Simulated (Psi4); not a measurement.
# SiF3 (trifluorosilyl) at UPBE/6-311+G(d,p) (sweep point 4)

Aim: the vertical doublet–quartet gap of SiF3 (trifluorosilyl) at UPBE/6-311+G** (sweep point 4), from 2 runs. 

The results are computed with Psi4 1.11.

4 further runs of the same task are left out: 4 set aside as unsound or not needed.

### Step 1. The system as given

SiF3 has 4 atoms, charge 0, and is taken as a doublet. As SMILES, `F[Si](F)F`. The shape is that of a PBE0-D4/def2-TZVP optimisation.

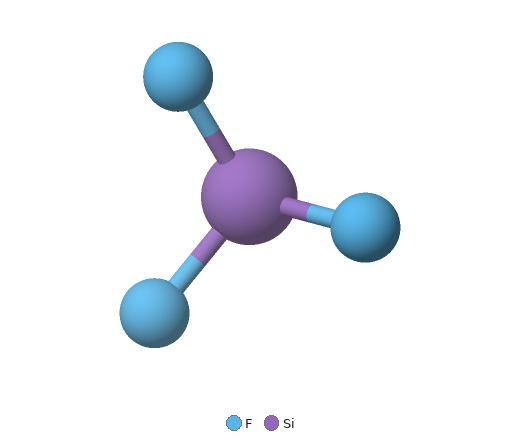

Viewed from a chosen angle; fluorine blue, silicon purple.

### Step 2. A single-point energy at UPBE/6-311+G(d,p) (sweep point 4)

job.inp

```
memory 1.6 GB

molecule system {
  0 2
  F      1.48315155    -0.95816673     2.17639758
  Si    -0.53432006     0.40262505     0.44272504
  F     -1.87887910    -1.68610813    -1.21762613
  F      0.93004761     2.24164982    -1.40149648
  units au
  symmetry c1
}

set {
  reference            uks
  puream               true
  scf_type             pk
  dft_radial_points    50
  dft_spherical_points 194
  maxiter              100
}

e, wfn = energy('pbe/6-311+G**', return_wfn=True)
print_variables()
```

Launch:

```
$ psi4 job.inp job.out -n 1
```

job.out:

```text
[...]
  Running in c1 symmetry.
[...]
  Nuclear repulsion =  176.798451345898798
[...]
  Multiplicity = 2
[...]
  Nalpha       = 21
  Nbeta        = 20
[...]
    Number of basis functions: 96
[...]
   @UKS iter   1:  -588.66101617136530   -2.12769e-01   7.95500e-03 ADIIS/DIIS
[...]
   @UKS iter   7:  -588.82003715504254   -5.82648e-08   9.85315e-07 DIIS
[...]
   @S^2 Observed:                7.511391909E-01
[...]
    Orbital Energies [Eh]
    ---------------------
    Alpha Occupied:
       1A    -65.521071     2A    -24.287446     3A    -24.287415
       4A    -24.287372     5A     -5.171947     6A     -3.582982
       7A     -3.582980     8A     -3.582838     9A     -1.154082
      10A     -1.127455    11A     -1.127422    12A     -0.549294
      13A     -0.480962    14A     -0.480936    15A     -0.452715
      16A     -0.426927    17A     -0.426900    18A     -0.403049
      19A     -0.403008    20A     -0.385435    21A     -0.246959
    Alpha Virtual:
      22A     -0.017859    23A     -0.017828    24A     -0.003356
      25A      0.012348    26A      0.056112    27A      0.056126
[...]
  @UKS Final Energy:  -588.82003715504254
   => Energetics <=
    Nuclear Repulsion Energy =            176.7984513458987976
    One-Electron Energy =               -1170.6546075892515546
    Two-Electron Energy =                 457.0388316610064976
    DFT Exchange-Correlation Energy =     -52.0027125726963106
    Empirical Dispersion Energy =           0.0000000000000000
    VV10 Nonlocal Energy =                  0.0000000000000000
    Total Energy =                       -588.8200371550425416
[...]
 Multipole Moments:
 ------------------------------------------------------------------------------------
     Multipole            Electronic (a.u.)      Nuclear  (a.u.)        Total (a.u.)
 ------------------------------------------------------------------------------------
 L = 1.  Multiply by 2.5417464519 to convert [e a0] to [Debye]
 Dipole X            :          0.0348292           -0.3567990           -0.3219698
 Dipole Y            :         -0.0263978            0.2688580            0.2424602
 Dipole Z            :         -0.0288473            0.2956353            0.2667880
 Magnitude           :                                                    0.4833501
[...]
```

Wall time 5.7 s (1 thread of Intel Xeon at 2.70GHz, shared host); peak memory 0.44 GiB.

### Step 3. The quartet at the same level

f3si.inp

```
memory 1600 MB

molecule molecule1 {
  0 4
  F      1.48315155    -0.95816673     2.17639758
  Si    -0.53432006     0.40262505     0.44272504
  F     -1.87887910    -1.68610813    -1.21762613
  F      0.93004761     2.24164982    -1.40149648
  units bohr
  symmetry c1
}

set {
  basis                6-311+G**
  reference            uks
  puream               true
  scf_type             pk
  dft_radial_points    50
  dft_spherical_points 194
  maxiter              100
}

result = energy("pbe")
print_variables()
```

Launch:

```
$ psi4 f3si.inp f3si.out -n 1
```

f3si.out:

```text
[...]
  Running in c1 symmetry.
[...]
  Nuclear repulsion =  176.798451345898798
[...]
  Multiplicity = 4
[...]
  Nalpha       = 22
  Nbeta        = 19
[...]
    Number of basis functions: 96
[...]
   @UKS iter   1:  -588.37847369170709    6.97732e-02   5.12081e-03 ADIIS/DIIS
[...]
   @UKS iter  18:  -588.44104690608947   -2.15025e-08   5.27096e-07 DIIS
[...]
   @S^2 Observed:                3.752292052E+00
[...]
    Orbital Energies [Eh]
    ---------------------
    Alpha Occupied:
       1A    -65.547957     2A    -24.395613     3A    -24.394543
       4A    -24.391791     5A     -5.200365     6A     -3.613024
       7A     -3.610962     8A     -3.609689     9A     -1.247723
      10A     -1.224139    11A     -1.222453    12A     -0.624822
      13A     -0.568054    14A     -0.566886    15A     -0.529407
      16A     -0.529163    17A     -0.526243    18A     -0.501803
      19A     -0.488162    20A     -0.487273    21A     -0.267343
      22A     -0.054998
    Alpha Virtual:
      23A     -0.050372    24A     -0.049182    25A      0.001249
[...]
  @UKS Final Energy:  -588.44104690608947
   => Energetics <=
    Nuclear Repulsion Energy =            176.7984513458987976
    One-Electron Energy =               -1167.5828501076402972
    Two-Electron Energy =                 454.1755545501436018
    DFT Exchange-Correlation Energy =     -51.8322026944916203
    Empirical Dispersion Energy =           0.0000000000000000
    VV10 Nonlocal Energy =                  0.0000000000000000
    Total Energy =                       -588.4410469060894684
[...]
 Multipole Moments:
 ------------------------------------------------------------------------------------
     Multipole            Electronic (a.u.)      Nuclear  (a.u.)        Total (a.u.)
 ------------------------------------------------------------------------------------
 L = 1.  Multiply by 2.5417464519 to convert [e a0] to [Debye]
 Dipole X            :          1.0094186           -0.3567990            0.6526196
 Dipole Y            :         -0.6977800            0.2688580           -0.4289220
 Dipole Z            :         -0.4111041            0.2956353           -0.1154688
 Magnitude           :                                                    0.7894425
[...]
```

Run time: 8.4 s. Hardware: 1 thread of Intel Xeon at 2.70GHz, shared host; peak memory 0.44 GiB.

### Step 4. Results

Level: UPBE/6-311+G** (sweep point 4).

```
                                        quantity          value
                           doublet: total energy  -588.82004 Eh
                          doublet: dipole moment         1.23 D
     doublet: HOMO energy (highest over α and β)       -6.72 eV
      doublet: LUMO energy (lowest over α and β)       -4.66 eV
                                   doublet: ⟨S²⟩          0.751
                           quartet: total energy  -588.44105 Eh
                          quartet: dipole moment         2.01 D
     quartet: HOMO energy (highest over α and β)       -1.50 eV
                                   quartet: ⟨S²⟩          3.752
vertical energy of the quartet above the doublet      10.313 eV
```

**Reading.** At this shape the quartet lies 10.31 eV (995 kJ/mol) above the doublet.
